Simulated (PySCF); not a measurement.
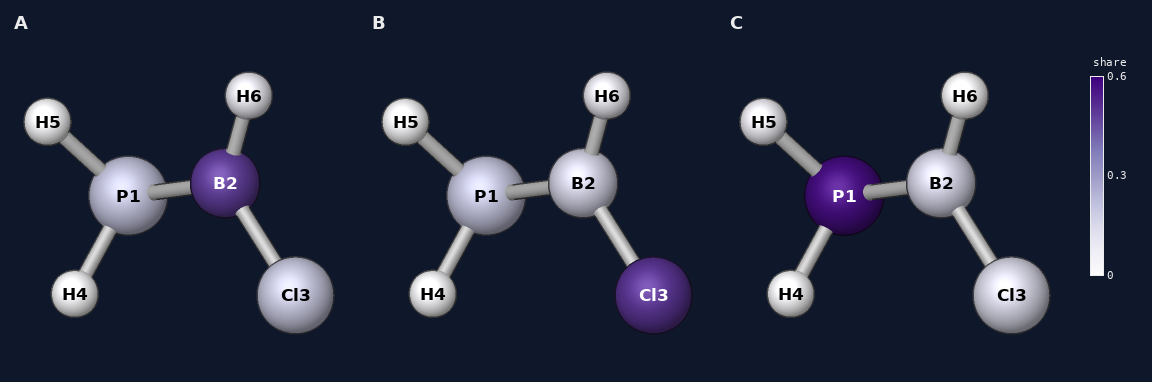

Each panel colours the atoms by their Löwdin share in one orbital (up to four of the largest shares; other atoms are shown as zero). Computed geometry: PBE0-D3(BJ)/def2-SVP optimisation. No frequency run is at hand to confirm it as a minimum. Computed with ωB97X-D/def2-SVPD (PySCF 2.14.0).

> The panels show the HOMO−1, HOMO, LUMO, in some order. Which is which?

A: LUMO, 0.00 eV; B2 0.48, P1 0.20, Cl3 0.18, H6 0.08
B: HOMO−1, −10.72 eV; Cl3 0.50, P1 0.20, B2 0.16, H6 0.07
C: HOMO, −9.49 eV; P1 0.57, B2 0.16, Cl3 0.14, H5 0.05
